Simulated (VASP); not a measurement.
Band structure of Ni (fcc). Calculation: PBEsol GGA, VASP's PBE PAW potentials (set 64) (plane waves; VASP).

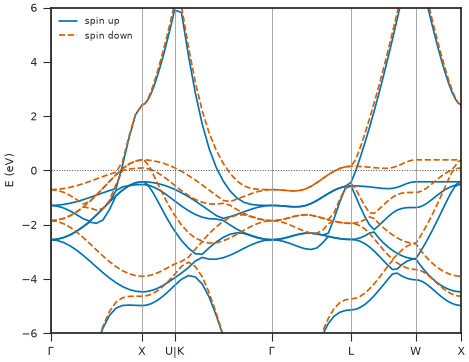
Figure: Bands along high-symmetry lines, zero at the valence-band maximum or, without a gap, the Fermi level

### Question
Read the plot: is there a gap, and where are the band edges?

### Answer
It has no gap at this level: it comes out as a metal or semimetal. (Edges off the drawn lines would not show.)

The compound is Ni in the fcc structure. It was relaxed first, which changed the volume by -5 %.
